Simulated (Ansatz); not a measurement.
# OH (SMILES [OH]) at UB3LYP/6-31G(d) (Cartesian functions)

Aim: the vertical doublet–quartet gap of OH at UB3LYP/6-31G* (Cartesian functions), from 2 runs. 

The calculation is run with Ansatz 0.2.0.

28 further runs of the same task are left out: 28 set aside as unsound or not needed.

**1. The molecule**

OH has 2 atoms, charge 0, and is taken as a doublet. As SMILES, `[OH]`. The shape is that of a PBE0-D4/def2-TZVP optimisation.

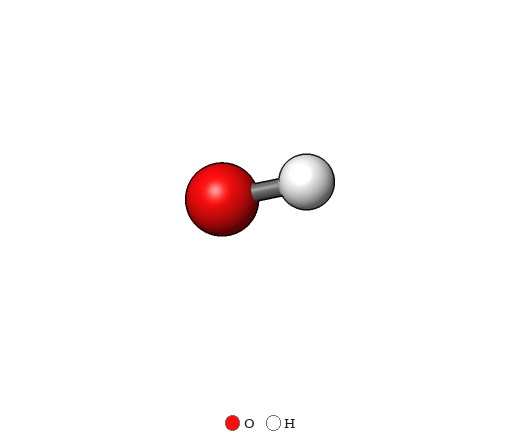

The structure, seen from a chosen angle (oxygen red, hydrogen white).

**2. A single-point energy at UB3LYP/6-31G(d) (Cartesian functions)**

input.yaml

```yaml
crystal:
  periodic: [false, false, false]
  atoms:
    - symbol: O
      position_ang: [0.415880, -0.133150, 0.214550]
    - symbol: H
      position_ang: [-0.415880, 0.133150, -0.214550]
basis:
  gaussian: {orbitals: "6-31G*"}
total_charge: 0
magnetization: {spin_polarized: true, initial_magnetization: 1}
hamiltonian: {xc: {name: B3LYP}}
accuracy: high
output: {orbitals: {seedname: orbitals}}
```

The run is started by

```bash
$ ansatz run input.yaml --threads 1 --pin off --max-ram 3480MiB --events-out events.jsonl --progress --plain --runs-dir runs
```

The program printed:

```text
Warning: RAYON_NUM_THREADS=1 ignored (pool sized by the plan → 1); use --threads N
Functional definition: B3LYP
  name "B3LYP"
  parameter a0 = 0.2
  parameter ax = 0.72
  parameter ac = 0.81
  exchange = (1 - a0 - ax)*slater_x + ax*b88_x + a0*exact_x
  correlation = (1 - ac)*vwn_rpa_c + ac*lyp_c
245 factors; integrals over basis functions are off by at most 3.1e-9 eV
mean field evaluation 1: about -2059.4710 eV, gradient 1.7e1 eV
mean field evaluation 2: about -2059.1993 eV, gradient 2.0e1 eV
mean field evaluation 4: about -2060.5385 eV, gradient 3.0e-1 eV
mean field evaluation 8: about -2060.5378 eV, gradient 1.8e-3 eV
mean field evaluation 16: about -2060.5378 eV, gradient 3.9e-8 eV
mean field -2060.53784171 eV, -75.7233690002 hartree, gradient 3.9e-8 eV, S^2 0.751926; 0 other end points of the search recorded, 0 dependent functions left out
reference -2060.53785720 eV, -75.7233695693 hartree; 5, 4 occupied and 12, 13 virtual orbitals, 245 factors
Total energy: -2060.53785720 eV, -75.7233695693 hartree
```

Run time: 0.48 s. Hardware: 1 thread of Arm Neoverse V2, shared host.

**3. The quartet at the same level**

input.yaml

```yaml
crystal:
  periodic: [false, false, false]
  atoms:
    - {symbol: O, position_ang: [0.415880, -0.133150, 0.214550]}
    - {symbol: H, position_ang: [-0.415880, 0.133150, -0.214550]}
basis:
  gaussian: {orbitals: "6-31G*"}
hamiltonian: {xc: {name: B3LYP}}
magnetization: {spin_polarized: true, initial_magnetization: 3}
accuracy: high
output: {orbitals: {seedname: orbitals}}
```

The run is started by

```bash
$ ansatz run input.yaml --threads 1 --pin off --max-ram 3480MiB --events-out events.jsonl --progress --plain --runs-dir runs
```

The program printed:

```text
Warning: RAYON_NUM_THREADS=1 ignored (pool sized by the plan → 1); use --threads N
[... 7 set-up lines as earlier in the session ...]
245 factors; integrals over basis functions are off by at most 3.1e-9 eV
mean field evaluation 1: about -2051.8659 eV, gradient 6.2e0 eV
mean field evaluation 2: about -2052.0759 eV, gradient 2.9e0 eV
mean field evaluation 4: about -2052.1071 eV, gradient 1.2e-1 eV
mean field evaluation 8: about -2052.1053 eV, gradient 2.3e-3 eV
mean field -2052.10528677 eV, -75.4134783220 hartree, gradient 8.5e-8 eV, S^2 3.752279; 0 other end points of the search recorded, 0 dependent functions left out
reference -2052.10530842 eV, -75.4134791175 hartree; 6, 3 occupied and 11, 14 virtual orbitals, 245 factors
Total energy: -2052.10530842 eV, -75.4134791175 hartree
```

It took 0.4 s on 1 thread of Arm Neoverse V2, shared host.

**4. What came out**

Level: UB3LYP/6-31G* (Cartesian functions).

| quantity | value |
| --- | --- |
| doublet: total energy | -75.72337 Eh |
| doublet: HOMO energy (highest over α and β) | -8.23 eV |
| doublet: LUMO energy (lowest over α and β) | -4.19 eV |
| doublet: ⟨S²⟩ | 0.752 |
| quartet: total energy | -75.41348 Eh |
| quartet: HOMO energy (highest over α and β) | -0.92 eV |
| quartet: ⟨S²⟩ | 3.752 |
| vertical energy of the quartet above the doublet | 8.433 eV |

At this shape the quartet lies 8.43 eV (194 kcal/mol) above the doublet.
